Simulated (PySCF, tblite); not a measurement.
# C5H10O2Si: geometry, infrared bands and NMR shifts

Wanted: the infrared bands and NMR shifts of C5H10O2Si (`CCC#C[Si@H](O)OC`), by calculation.

Computed with tblite 0.8.0 and PySCF 2.14.0, with density-fitted response routines of our own, on a single molecule in the gas phase. Atoms are numbered from 0 throughout.

## 1. The starting structure

18 atoms, charge 0, multiplicity 1; geometry from: force field or distance geometry start.

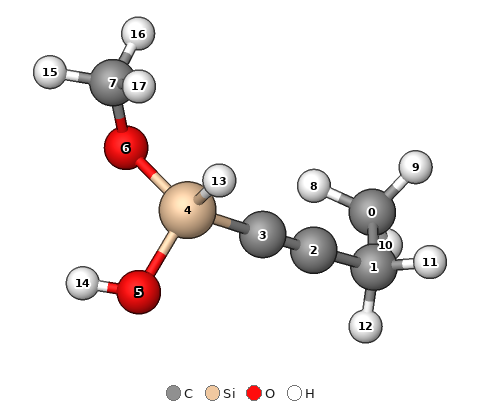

As it starts; carbon grey, silicon light orange, oxygen red, hydrogen white, atoms numbered.

## 2. Geometry optimisation with GFN2-xTB

Job settings and geometry (Å):

```
{"job": {"kind": "relax", "xc": "GFN2-xTB", "basis": "xTB"}, "charge": 0, "multiplicity": 1}
C      3.370800     0.452500    -0.374300
C      2.780000    -0.780100     0.268800
C      1.315700    -0.770200     0.221700
C      0.101400    -0.724600     0.155100
Si    -1.723200    -0.650000     0.092500
O     -2.286300    -2.146700    -0.517500
O     -2.144500     0.594900    -1.028100
C     -3.043000     1.496400    -0.499000
H      2.621300     0.904300    -1.080200
H      3.602900     1.174500     0.441200
H      4.274400     0.142200    -0.915800
H      3.087600    -0.816300     1.339000
H      3.088600    -1.706100    -0.214800
H     -2.289300    -0.466300     1.413800
H     -2.914500    -1.978500    -1.278300
H     -3.915400     1.629700    -1.188900
H     -2.525800     2.478500    -0.407600
H     -3.409500     1.172000     0.501900
```

On the command line:

```bash
$ OMP_NUM_THREADS=1 python probes_run.py task.json out
```

This one command runs all jobs of the session in turn.

Output:

```text
step      E/eV     max force
  0    -698.44085    2.501
  1    -698.70962    2.911
  2    -698.65937    5.176
  3    -698.85323    0.622
  4    -698.87787    0.475
  5    -698.90762    0.608
  6    -698.92189    0.422
  7    -698.94311    0.441
  8    -698.96221    0.423
  9    -698.97482    0.324
 10    -698.98200    0.181
 11    -698.98878    0.227
 12    -698.99723    0.303
 13    -699.00709    0.280
 14    -699.01511    0.190
 15    -699.02030    0.169
 16    -699.02527    0.202
 17    -699.03235    0.263
 18    -699.03968    0.233
 19    -699.04517    0.198
 20    -699.04946    0.217
 21    -699.05424    0.275
 22    -699.06077    0.259
 23    -699.06874    0.243
 24    -699.07587    0.256
 25    -699.08214    0.260
 26    -699.09098    0.268
 27    -699.10286    0.280
 28    -699.11185    0.281
 29    -699.11670    0.389
 30    -699.12496    0.200
 31    -699.13035    0.163
 32    -699.13664    0.150
 33    -699.14200    0.195
 34    -699.14613    0.185
 35    -699.14967    0.163
 36    -699.15373    0.155
 37    -699.15792    0.133
 38    -699.16074    0.099
 39    -699.16241    0.095
 40    -699.16408    0.103
 41    -699.16620    0.112
 42    -699.16870    0.134
 43    -699.17124    0.107
 44    -699.17349    0.102
 45    -699.17512    0.099
 46    -699.17761    0.108
 47    -699.17993    0.089
 48    -699.18170    0.098
 49    -699.18301    0.092
 50    -699.18432    0.090
 51    -699.18590    0.113
 52    -699.18780    0.108
 53    -699.18984    0.107
 54    -699.19173    0.091
 55    -699.19320    0.088
 56    -699.19437    0.077
 57    -699.19552    0.145
 58    -699.19657    0.094
 59    -699.19784    0.084
 60    -699.19910    0.157
 61    -699.20002    0.086
 62    -699.20177    0.152
 63    -699.20451    0.271
 64    -699.20687    0.246
 65    -699.20935    0.144
 66    -699.21143    0.096
 67    -699.21341    0.097
 68    -699.21514    0.224
 69    -699.21713    0.098
 70    -699.21888    0.077
 71    -699.21990    0.064
 72    -699.22057    0.059
 73    -699.22145    0.056
 74    -699.22210    0.045
 75    -699.22256    0.044
 76    -699.22292    0.057
 77    -699.22346    0.075
 78    -699.22431    0.081
 79    -699.22535    0.078
 80    -699.22630    0.077
 81    -699.22700    0.088
 82    -699.22770    0.143
 83    -699.22866    0.112
 84    -699.23008    0.074
 85    -699.23112    0.091
 86    -699.23178    0.100
 87    -699.23249    0.100
 88    -699.23366    0.115
 89    -699.23535    0.108
 90    -699.23711    0.081
 91    -699.23844    0.075
 92    -699.23963    0.088
 93    -699.24071    0.069
 94    -699.24178    0.070
 95    -699.24264    0.066
 96    -699.24329    0.053
 97    -699.24375    0.063
 98    -699.24434    0.065
 99    -699.24491    0.048
100    -699.24542    0.045
101    -699.24576    0.040
102    -699.24605    0.046
103    -699.24641    0.044
104    -699.24692    0.081
105    -699.24746    0.152
106    -699.24804    0.075
107    -699.24855    0.046
108    -699.24910    0.039
109    -699.24940    0.045
110    -699.24989    0.041
111    -699.25017    0.038
112    -699.25036    0.040
113    -699.25051    0.033
114    -699.25069    0.040
115    -699.25088    0.031
116    -699.25103    0.021
117    -699.25114    0.022
118    -699.25124    0.022
119    -699.25133    0.023
120    -699.25141    0.022
121    -699.25148    0.025
122    -699.25156    0.024
123    -699.25165    0.025
124    -699.25176    0.030
125    -699.25187    0.021
126    -699.25197    0.020
127    -699.25207    0.025
128    -699.25217    0.031
129    -699.25227    0.025
130    -699.25234    0.017
131    -699.25239    0.018
132    -699.25244    0.019
133    -699.25249    0.021
134    -699.25254    0.022
135    -699.25259    0.019
136    -699.25265    0.025
137    -699.25273    0.027
138    -699.25280    0.020
139    -699.25286    0.020
140    -699.25291    0.017
141    -699.25295    0.014
142    -699.25297    0.011
143    -699.25300    0.012
144    -699.25301    0.009
```

Run time: 3.4 s. Hardware: 1 thread of Intel Xeon at 2.50GHz, shared host; peak memory 0.18 GiB.

Along the way: (not every step is listed) (the energy doesn't fall at every step)

```csv
step,energy from step 0 (eV),largest force (eV/Å)
0,0.0000,2.5009
1,-0.2688,2.9109
2,-0.2185,5.1765
3,-0.4124,0.6221
4,-0.4370,0.4747
5,-0.4668,0.6082
6,-0.4810,0.4220
7,-0.5023,0.4408
8,-0.5214,0.4230
21,-0.6134,0.2746
34,-0.7053,0.1849
47,-0.7391,0.0888
60,-0.7583,0.1570
73,-0.7806,0.0556
86,-0.7909,0.1000
99,-0.8041,0.0477
112,-0.8095,0.0396
125,-0.8110,0.0209
138,-0.8120,0.0201
139,-0.8120,0.0196
140,-0.8121,0.0167
141,-0.8121,0.0140
142,-0.8121,0.0114
143,-0.8122,0.0120
144,-0.8122,0.0094
```

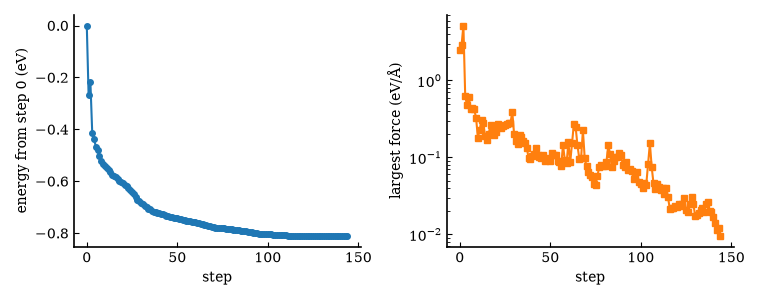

Energy and force, step by step.

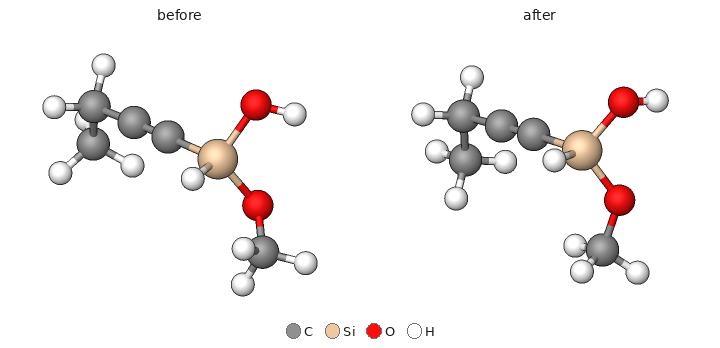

Before and after, at one scale.

Distances of close pairs at the start and the end, largest changes first:

```csv
bond,before (Å),after (Å),change (Å)
Si4–O6,1.727,1.633,-0.094
Si4–O5,1.712,1.620,-0.092
O5–H14,1.001,0.954,-0.047
C0–H8,1.124,1.088,-0.036
C7–H15,1.120,1.091,-0.029
C3–Si4,1.827,1.855,+0.028
C0–H9,1.114,1.088,-0.026
C7–H17,1.114,1.093,-0.021
```

The final coordinates are the input of the step that follows.

## 3. Harmonic vibrations with GFN2-xTB

Job settings and geometry (Å):

```
{"job": {"kind": "ir", "xc": "GFN2-xTB", "basis": "xTB"}, "charge": 0, "multiplicity": 1}
C      2.942439     0.692917    -0.416237
C      2.526809    -0.649447     0.188134
C      1.084612    -0.801040     0.201661
C     -0.115003    -0.918276     0.201428
Si    -1.967109    -1.024867     0.227704
O     -2.544558    -2.354234    -0.495146
O     -2.590728     0.218045    -0.628380
C     -2.330515     1.572729    -0.445337
H      2.579070     0.778558    -1.438045
H      2.530868     1.515506     0.164694
H      4.026772     0.781630    -0.423121
H      2.898591    -0.725339     1.214593
H      2.962586    -1.468824    -0.391389
H     -2.457080    -1.083662     1.599383
H     -2.759170    -2.336823    -1.424069
H     -2.846090     2.126807    -1.231124
H     -1.257273     1.772345    -0.504636
H     -2.692980     1.910292     0.529191
```

Output:

```text
mode    cm-1     km/mol
  1      -8.7      0.32
  2      43.6      1.65
  3      89.4      0.03
  4     104.9      1.17
  5     117.4      9.03
  6     135.9     62.19
  7     163.6     18.24
  8     187.3     22.13
  9     197.9      0.86
 10     264.4     27.18
 11     311.6     28.83
 12     329.4     25.29
 13     345.9     28.24
 14     449.8     16.54
 15     556.3     40.72
 16     665.3     82.54
 17     695.4     88.49
 18     743.8    297.54
 19     808.6      8.67
 20     833.8    363.93
 21     916.5    200.30
 22     967.7     30.96
 23    1070.0      0.15
 24    1078.4      3.67
 25    1117.8     17.13
 26    1143.5      5.68
 27    1147.6     99.81
 28    1160.7    112.28
 29    1226.9      0.45
 30    1313.8      3.84
 31    1408.5      0.59
 32    1422.1      0.16
 33    1450.5      0.99
 34    1484.6      2.82
 35    1493.0      2.41
 36    1497.2      2.27
 37    1503.6      2.42
 38    2280.7    313.77
 39    2324.3    173.78
 40    2940.7     22.78
 41    2941.9     49.60
 42    2955.9     41.52
 43    2956.2     33.97
 44    2986.3     34.40
 45    3032.1     50.67
 46    3035.8     41.65
 47    3041.0     21.91
 48    3674.7     29.21
```

It took 2.3 s on 1 thread of Intel Xeon at 2.50GHz, shared host; peak memory 0.18 GiB.

Which atoms move in the most intense modes:

```csv
cm⁻¹,km/mol,atoms
695,88.5,H13 77 %
744,297.5,"Si4 31 %, O6 27 %, C7 12 %, H13 10 %"
834,363.9,"H14 65 %, Si4 12 %, O5 11 %"
916,200.3,"O5 47 %, Si4 36 %"
1148,99.8,"O6 33 %, C7 33 %, H16 16 %, H15 13 %"
1161,112.3,"O6 30 %, H15 29 %, C7 23 %"
2281,313.8,H13 96 %
2324,173.8,"C2 52 %, C3 46 %"
```

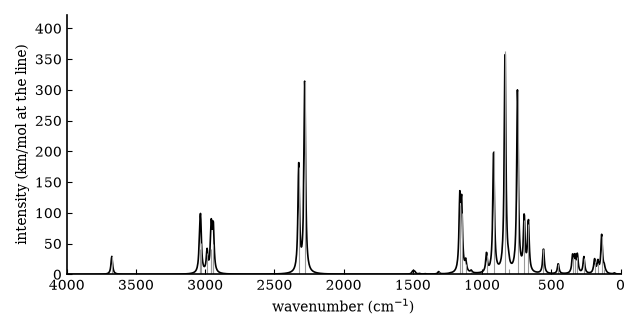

The infrared spectrum from these modes, unscaled. Lines are broadened to a width of 14 cm⁻¹ (Lorentzian).

## 4. Nuclear shieldings: PBE0/pcSseg-1

Settings changed since step 3:

```diff
@@ -1,2 +1,2 @@
-{"job": {"kind": "ir", "xc": "GFN2-xTB", "basis": "xTB"}, "charge": 0, "multiplicity": 1}
+{"job": {"kind": "nmr", "xc": "PBE0", "basis": "pcSseg-1"}, "charge": 0, "multiplicity": 1}
 C      2.942439     0.692917    -0.416237
```

Method: GIAO PBE0/pcSseg-1 NMR shielding, non-relativistic, gas phase.

Output:

```text
coarse grid: 15432 points
cycle   1  E = -635.7062163035  dE =  9.922e-01  |g| = 9.609e-01  |ddm| = 4.087e+00
cycle   2  E = -635.5394375090  dE =  1.668e-01  |g| = 1.360e+00  |ddm| = 1.844e+00
cycle   3  E = -635.8741682669  dE = -3.347e-01  |g| = 1.322e-01  |ddm| = 1.202e+00
cycle   4  E = -635.8774120282  dE = -3.244e-03  |g| = 6.146e-02  |ddm| = 1.723e-01
cycle   5  E = -635.8780882620  dE = -6.762e-04  |g| = 3.376e-02  |ddm| = 6.354e-02
cycle   6  E = -635.8783602302  dE = -2.720e-04  |g| = 5.507e-03  |ddm| = 2.900e-02
cycle   7  E = -635.8783664724  dE = -6.242e-06  |g| = 1.914e-03  |ddm| = 5.747e-03
final grid: 144104 points
cycle   8  E = -635.9473310403  dE = -2.644e-05  |g| = 1.206e-02  |ddm| = 4.097e-02
cycle   9  E = -635.9473056362  dE =  2.540e-05  |g| = 1.709e-02  |ddm| = 1.987e-02
cycle  10  E = -635.9473584449  dE = -5.281e-05  |g| = 1.476e-03  |ddm| = 1.194e-02
cycle  11  E = -635.9473589047  dE = -4.598e-07  |g| = 2.556e-04  |ddm| = 1.301e-03
cycle  12  E = -635.9473589094  dE = -4.765e-09  |g| = 2.026e-04  |ddm| = 3.056e-04
cycle  13  E = -635.9473589189  dE = -9.463e-09  |g| = 4.750e-05  |ddm| = 1.638e-04
cycle  14  E = -635.9473589194  dE = -5.100e-10  |g| = 1.431e-05  |ddm| = 5.053e-05
converged SCF energy = -635.9473589194

GIAO shielding tensors (ppm)
atom      isotropic    diamagn.    paramagn.     s11        s22        s33       span
  0 C      170.164     248.103     -77.939    157.579    166.251    186.663     29.084
  1 C      170.607     251.388     -80.781    160.051    169.394    182.374     22.323
  2 C       72.736     272.668    -199.931    -34.263    -18.171    270.643    304.906
  3 C      100.505     265.192    -164.687     15.068     22.414    264.034    248.966
  4 Si     400.723     881.323    -480.600    374.064    390.657    437.446     63.382
  5 O      293.218     386.452     -93.234    252.476    308.864    318.313     65.837
  6 O      311.450     396.347     -84.897    269.519    310.836    353.994     84.475
  7 C      135.834     246.796    -110.962    110.400    113.177    183.924     73.524
  8 H       30.431      31.191      -0.761     26.743     28.902     35.647      8.904
  9 H       30.466      31.402      -0.936     26.816     28.984     35.599      8.783
 10 H       30.621      27.658       2.963     26.139     27.631     38.093     11.954
 11 H       29.338      29.594      -0.256     24.143     28.410     35.462     11.319
 12 H       29.353      29.133       0.220     24.099     28.397     35.563     11.463
 13 H       27.111      30.012      -2.901     23.699     24.800     32.833      9.133
 14 H       29.859      31.617      -1.758     22.087     24.899     42.589     20.502
 15 H       27.816      28.754      -0.938     23.552     25.671     34.225     10.673
 16 H       27.815      33.564      -5.750     22.970     27.697     32.776      9.805
 17 H       28.025      29.869      -1.844     24.131     25.499     34.445     10.314
```

Run time: 1.9 min. Hardware: 1 thread of Intel Xeon at 2.50GHz, shared host; peak memory 0.85 GiB.

Shifts follow as δ = σ(reference) − σ, with reference shieldings (ppm) from runs at the same level and on the same kind of geometry: 1H TMS 31.72, 13C TMS 186.9, 29Si TMS 349.2, 17O H2O 336.1. The references are single molecules in the gas phase, so shifts against H2O, NH3, PH3, H3PO4 or CFCl3 are not on the usual liquid scales and can be off by tens of ppm. Atoms listed in one row are averaged.

```csv
atoms,environment,σ (ppm),δ (ppm),δ scaled to CDCl3
C2,alkyne carbon,72.7,114.2,109.5
C3,alkyne carbon,100.5,86.4,82.4
C7,methyl carbon bonded to O,135.8,51.1,48.0
C0,methyl carbon,170.2,16.8,14.4
C1,propargylic sp3 CH2,170.6,16.3,14.0
H13,"hydrogen on a silicon bonded to C, 2 O",27.11,4.61,–
"H15, H16, H17",hydrogen on a methyl carbon bonded to O,27.89,3.83,3.72
H11,hydrogen on a propargylic sp3 CH2,29.34,2.38,2.35
H12,hydrogen on a propargylic sp3 CH2,29.35,2.36,2.33
H14,hydrogen on an oxygen bonded to Si,29.86,1.86,–
"H8, H9, H10",hydrogen on a methyl carbon,30.51,1.21,1.25
Si4,"silicon bonded to C, 2 O, H",400.7,-51.6,–
O5,"oxygen bonded to Si, H",293.2,42.9,–
O6,"oxygen bonded to C, Si",311.4,24.6,–
```

The scaled column applies a straight-line fit of computed shieldings to shifts measured in CDCl3 (root-mean-square error 0.16 ppm for H, 1.9 ppm for C).

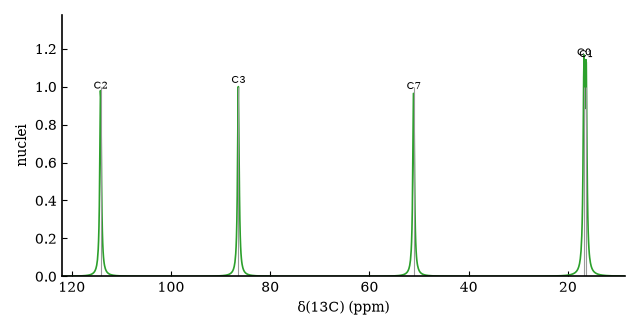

13C lines at the computed shifts, without couplings. Lines are broadened to a width of 0.39 ppm (Lorentzian).

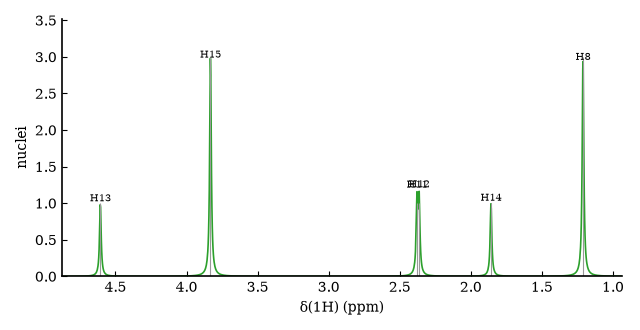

1H lines at the computed shifts, without couplings. Lines are broadened to a width of 0.01 ppm (Lorentzian).

Charges from the same density, by scheme (e):

```csv
atoms,Mulliken,IAO,Hirshfeld,ESP fit
C0,-0.28,-0.41,-0.11,-0.23
C1,-0.21,-0.27,-0.05,0.19
C2,0.04,0.01,-0.02,-0.05
C3,-0.48,-0.43,-0.19,-0.42
Si4,1.03,1.35,0.47,0.98
O5,-0.54,-0.79,-0.31,-0.73
O6,-0.64,-0.65,-0.23,-0.47
C7,-0.01,-0.19,-0.04,-0.06
```

IAO charges:

C0 -0.41; C1 -0.27; C2 0.01; C3 -0.43; Si4 1.35; O5 -0.79; O6 -0.65; C7 -0.19; H8 0.15; H9 0.15; H10 0.14; H11 0.17; H12 0.17; H13 -0.17; H14 0.37; H15 0.15; H16 0.13; H17 0.13

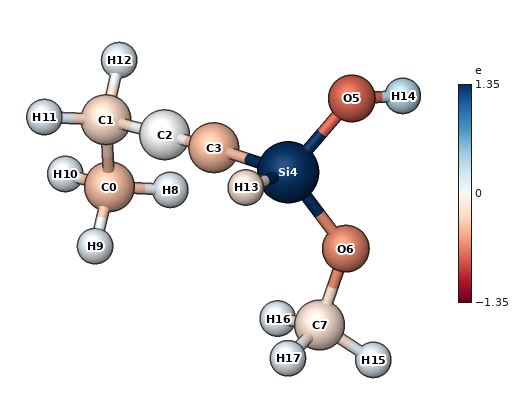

IAO charges, as colours on the atoms.

Mayer bond orders: C0–C1 1.06, C1–C2 1.08, C2–C3 2.53, C3–Si4 0.92, Si4–O5 1.10, Si4–O6 0.98, O6–C7 0.90.

The fields below are evaluated on a grid from the run's orbitals.

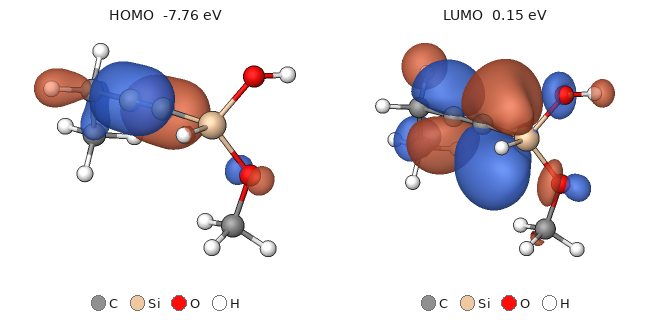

Frontier orbitals at PBE0/pcSseg-1; each surface holds 70 % of the orbital's density, blue and red mark the sign.

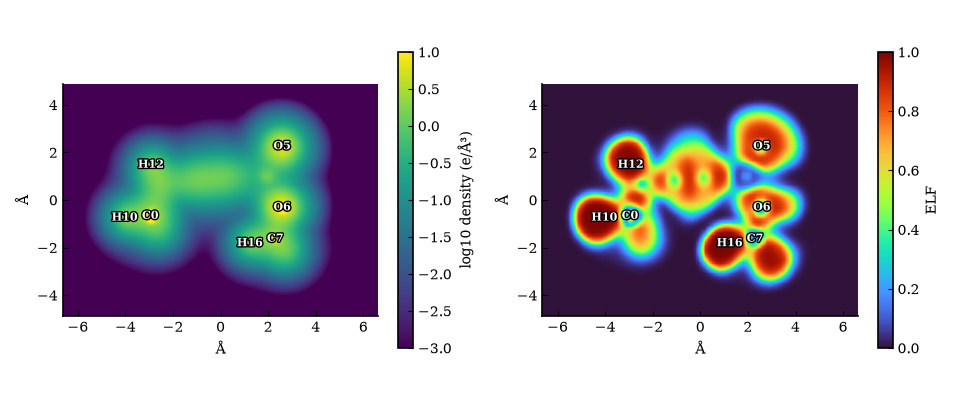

Density (left) and ELF (right) in a plane through or near 7 of the atoms.

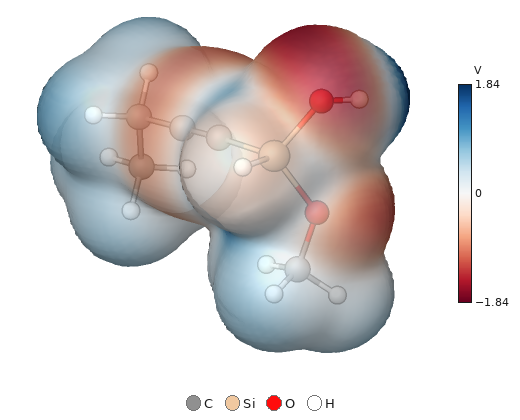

Electrostatic potential on the surface of density 0.002 e/bohr³; red is low, blue high. It runs from -1.50 V near O5 to 1.84 V near H14.

## 5. Outcome

| quantity | value |
| --- | --- |
| strongest single infrared mode (GFN2-xTB) | 834 cm⁻¹, 364 km/mol |
| zero-point energy (GFN2-xTB) | 86.7 kcal/mol |
| 13C shifts against TMS (PBE0/pcSseg-1) | 114.2, 86.4, 51.1, 16.8, 16.3 ppm |
| 1H shifts against TMS (PBE0/pcSseg-1, means over atoms taken as alike) | 4.61, 3.83, 2.38, 2.36, 1.86, 1.21 ppm |
| 29Si shifts against TMS (PBE0/pcSseg-1) | -51.6 ppm |
| 17O shifts against H2O (PBE0/pcSseg-1) | 42.9, 24.6 ppm |
| surface potential, least and greatest | -1.50 V and 1.84 V |

The optimisation took 144 steps and gained 0.812 eV; among the close pairs (by a distance rule), Si4–O6 changed most, from 1.727 to 1.633 Å. The lowest mode is slightly imaginary (9i cm⁻¹), a soft motion within the noise of the Hessian, so the minimum is not strictly shown. The strongest single mode, at 834 cm⁻¹, moves mainly H14. Unscaled tight-binding wavenumbers are off by several per cent, some by more. Its intensities can rank the bands wrongly. At PBE0/pcSseg-1: The widest tensor belongs to C2: span 305 ppm, with a paramagnetic part of -200 ppm.
